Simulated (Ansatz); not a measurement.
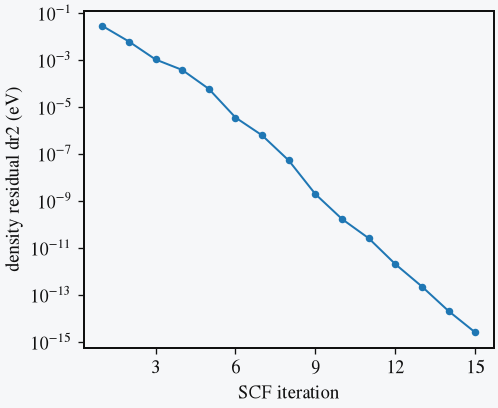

The plot shows the SCF iterations of a calculation: density residual dr2. The starting density is a sum of atomic densities corrected by a trained network.

BeCd2S3 (6 atoms in the cell), run with Ansatz.

```
crystal:
  lattice:
    - [4.1819022971, -2.9e-09, 0.0]
    - [-2.090951146, 3.6216336269, 0.0]
    - [0.0, 0.0, 7.7063854164]
  atoms:
    - { symbol: Be, position: [0.6666666667, 0.3333333333, 0.0] }
    - { symbol: Cd, position: [0.3333333333, 0.6666666667, 0.2570503958] }
    - { symbol: Cd, position: [0.3333333333, 0.6666666667, 0.7429496042] }
    - { symbol: S, position: [0.6666666667, 0.3333333333, 0.5] }
    - { symbol: S, position: [0.0, 0.0, 0.0] }
    - { symbol: S, position: [0.0, 0.0, 0.5] }
basis:
  ecutwfc: 420
kpoints:
  mp_grid: { grid: [12, 12, 6] }
hamiltonian:
  xc: pbe
scf:
  occupations: { method: gaussian, width: 0.1 }
  convergence: { dr2_threshold: 1.0e-14 }
  max_iter: 80
output:
  forces: true
  eigenvalues: true
  stress: true
```

Command:
```bash
ansatz run input.yaml --threads 1 --pin off --max-ram 2560MiB --backend cpu --events-out ev --progress --plain --runs-dir out
```

> Was self-consistency reached?

It converged, after 15 iterations. The residual falls at every step.

> What is the residual at the start and at the end?

It starts near 0.03 and ends near 2 × 10⁻¹⁵ eV.

> Is anything amiss with this input?

The input holds an odd setting (a threshold meant to be out of reach), but it does no harm here.
